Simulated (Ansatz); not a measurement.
# What H interstitial (started 2.68 Å from the nearest host atom) does to PbSe

Consider an 8-atom supercell of PbSe in the rock salt structure (space group Fm-3m, No. 225; a = 6.178 Å) at its relaxed geometry.

Now apply this change: one H atom is added in an open site, starting 2.68 Å from the nearest host atom, atoms relaxed at fixed cell, starting from a slightly rattled geometry.

Level of theory: Ansatz (a first-principles code) r2SCAN, spin-orbit coupling left out, earlier PAW set. Γ-centred 4×4×4 mesh, Fermi–Dirac width 0.01 eV.

The pressure increases by 0.4 GPa (0.1 GPa → 0.5 GPa).

Final structure:

```
Pb4HSe4
1.0
   -6.17770     0.00000     0.00000
    0.00000     0.00000     6.17770
    0.00000     6.17770     0.00000
Se Pb H
4 4 1
Direct
  0.98498   0.99293   0.98959
  0.50694   0.99158   0.50708
  0.50652   0.51175   0.98883
  0.98748   0.51199   0.51045
  0.49358   0.49653   0.49421
  0.00831   0.49015   0.00837
  0.00365   0.00686   0.49283
  0.49611   0.00501   0.00393
  0.24644   0.25347   0.24929
```

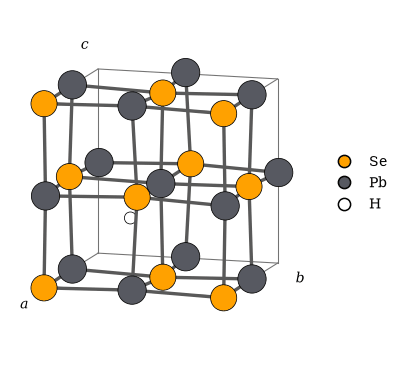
Fig. 1. The relaxed cell after the change

Cost of the whole job for the changed cell (relaxation, final SCF and bands): around 17 core-minutes (rough).

The magnetic state is the one reached from the starting moments; the real material's order can differ, and small cells can't hold many antiferromagnetic ones. The cell is small, so the values are those of an ordered compound at a high defect concentration; dilute-limit values will differ. The mesh was chosen for an insulator and is coarse for the gapless case. The defect cell is spin-polarised and ends with 1.0 μB.
